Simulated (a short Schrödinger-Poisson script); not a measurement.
System: MOS inversion layer, Al2O3 on p-type Si(100), at 300 K.

| layer | material | thickness (nm) | Na (cm⁻³) |
|---|---|---|---|
| 1 | Al2O3 | 3.2 | - |
| 2 | Si | 600 | 5.1e17 |

The device is made up for the run: typed textbook-type constants, with dimensions and the other settings drawn at random. Al2O3: permittivity 9, conduction-band edge (eV) 2.7, gap (eV) 6.8, electron mass (mₑ) 0.3. Si: permittivity 11.7, conduction-band edge (eV) 0, gap (eV) 1.124, Nv at 300 K (cm⁻³) 3.1e19.

Channel valleys (confinement mass, in-plane density-of-states mass, number): Δ2 0.916, 0.19, 2; Δ4 0.19, 0.417, 4. At the gate the conduction-band edge of layer 1 lies 2.75 eV − eVg above the Fermi level of the channel; the field vanishes at the back. Gaps are held at their typed values at every temperature. Mesh 0.03 nm at interfaces.

From a short Schrödinger-Poisson script (our own, NumPy): 1D Poisson equation in equilibrium, electrons quantum, Hartree (BenDaniel-Duke, 12 states a valley, the channel's in-plane mass for all, wave functions free to enter the dielectric), parabolic valleys, classical holes, full ionisation, no traps, pinning or gate leakage.

Only gate voltages with over 1e8 electrons/cm² are shown.

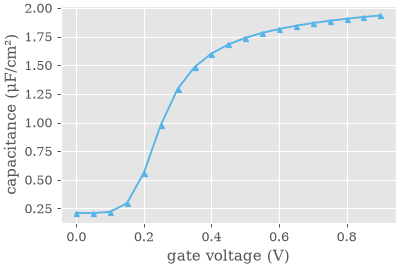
*Quasi-static capacitance against gate voltage*

```
Vg (V)  electrons (cm⁻²)  C (μF/cm²)  Δ2 E0 (meV)  Δ2 E1 (meV)  Δ4 E0 (meV)  Δ4 E1 (meV)
------  ----------------  ----------  -----------  -----------  -----------  -----------
0                 1.40e8       0.212        280.9        343.6        329.7        432.8
0.05              7.58e8       0.209        236.7        300.7        286.5        391.8
0.1               4.11e9       0.221        192.6        257.8        243.2        350.7
0.15             2.15e10       0.296        149.4        215.8        200.9        310.4
0.2              9.61e10       0.563        110.1        178.0        162.7        274.2
0.25             2.98e11       0.978         80.1        149.7        133.9        247.3
0.3              6.32e11        1.29         59.5        131.3        115.0        230.1
0.35             1.05e12        1.48         45.0        119.1        102.3        219.0
0.4              1.53e12        1.60         34.1        110.5         93.1        211.4
0.45             2.03e12        1.68         25.2        104.0         86.1        205.8
0.5              2.56e12        1.74         17.8         98.9         80.4        201.5
0.55             3.11e12        1.78         11.3         94.7         75.7        198.1
0.6              3.67e12        1.82          5.5         91.2         71.6        195.3
0.65             4.24e12        1.84          0.2         88.2         68.1        193.0
0.7              4.82e12        1.87         -4.7         85.6         64.9        191.0
0.75             5.40e12        1.89         -9.2         83.3         61.9        189.3
0.8              5.99e12        1.91        -13.5         81.2         59.3        187.7
0.85             6.59e12        1.92        -17.6         79.3         56.8        186.4
0.9              7.19e12        1.94        -21.5         77.6         54.5        185.2
```

Subbands count from the Fermi level.
